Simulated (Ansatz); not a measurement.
CH5AlFN (SMILES C[NH][AlH][F])

| atom | x (Å) | y (Å) | z (Å) |
| --- | --- | --- | --- |
| C | -0.4985 | 0.8345 | -0.8361 |
| N | -0.0095 | -0.4424 | -0.3593 |
| Al | 0.6503 | -0.8017 | 1.2302 |
| F | 1.1431 | -2.3495 | 1.5293 |
| H | -1.5575 | 0.7965 | -1.1164 |
| H | -0.4014 | 1.5890 | -0.0508 |
| H | 0.0647 | 1.1984 | -1.7031 |
| H | -0.0810 | -1.1659 | -1.0588 |
| H | 0.7783 | 0.2948 | 2.3478 |

Geometry: PBE0-D4/def2-TZVP.

Computed with RKS PBE0-D4/def2-TZVPP in Ansatz.

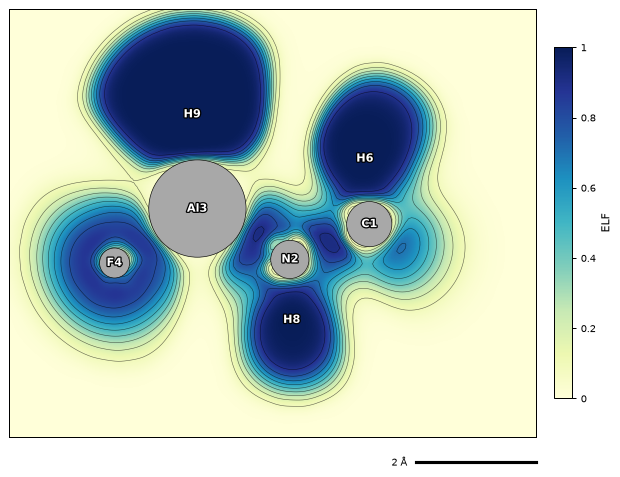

Figure 1. ELF on the plane of atoms Al3, N2 and H8. Grey discs cover the atomic cores.

**Read the bonding off the picture.**

- The section cuts through C, N, Al, F and H sites.
- C–N (1.45 Å): the ELF peaks at about 0.90 between the atoms: a shared electron pair.
- Al–F (1.65 Å): the ELF peaks at about 0.85 in the valence shell of F, 0.6 Å from its nucleus, and is about 0.30 at the midpoint.
- Al–N (1.76 Å): the ELF peaks at about 0.90 in the valence shell of N, 0.7 Å from its nucleus, and is about 0.65 at the midpoint.
- N–H (1.01 Å): the ELF climbs to about 1 towards the hydrogen, as it does in any bond to H: an ordinary covalent bond to hydrogen.
- C–H (1.09 Å): the ELF climbs to about 1 towards the hydrogen (an ordinary covalent bond to hydrogen).
- The ELF also peaks beside F4, away from the bonds: lone-pair regions.

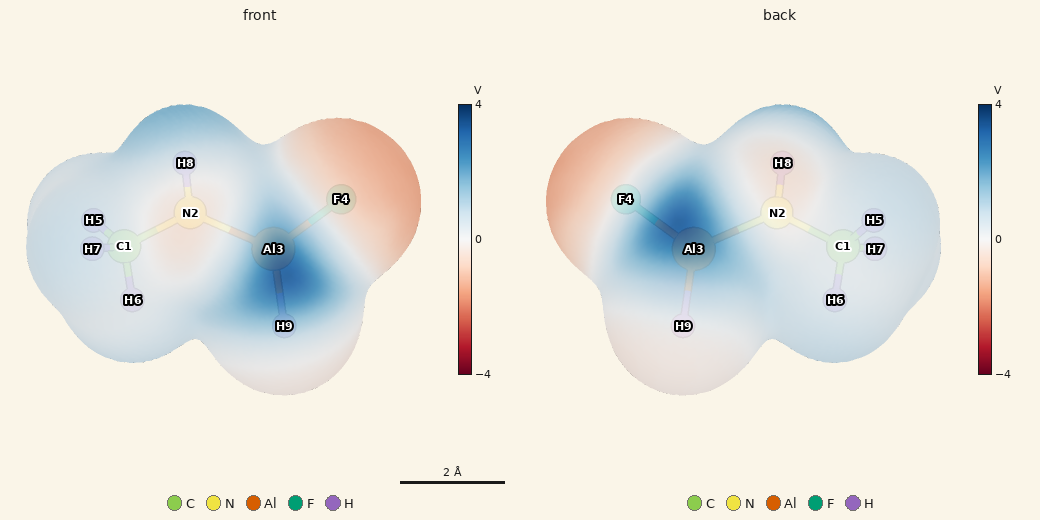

Figure 2. The electrostatic potential painted on the density surface at 0.002 e/bohr³, seen from the front and from behind; the colour scale runs from red (negative) to blue (positive).

**Describe the electrostatic potential map.**

The most negative region (about −1.4 V) lies over F4, the most positive (about +3.2 V) over Al3.

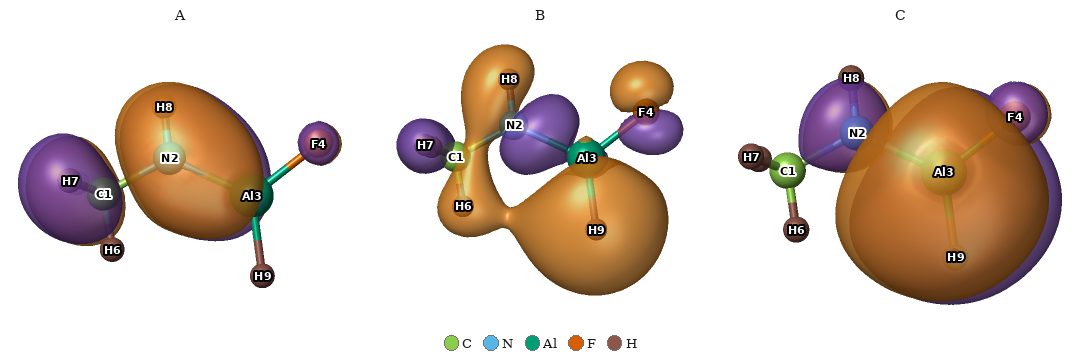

Figure 3. Three frontier orbitals at ±0.06 Å⁻³ᐟ² (orange and purple are the two phases), in no order.

**Which picture is the HOMO−1, the HOMO and the LUMO?**

B is the HOMO−1 (−9.20 eV). By Hirshfeld shares it lies mainly on H9 (about 40 %), Al3 (about 30 %), N2 (about 15 %) and F4 (about 5 %). A is the HOMO (−7.04 eV). It lies mainly on N2 (about 60 %), Al3 (about 15 %) and C1 (about 10 %). C is the LUMO (−0.21 eV). By Hirshfeld shares it lies mainly on Al3 (about 75 %), N2 (about 10 %) and H9 (about 10 %).

**What is the HOMO–LUMO gap?**

6.83 eV between the orbital energies.
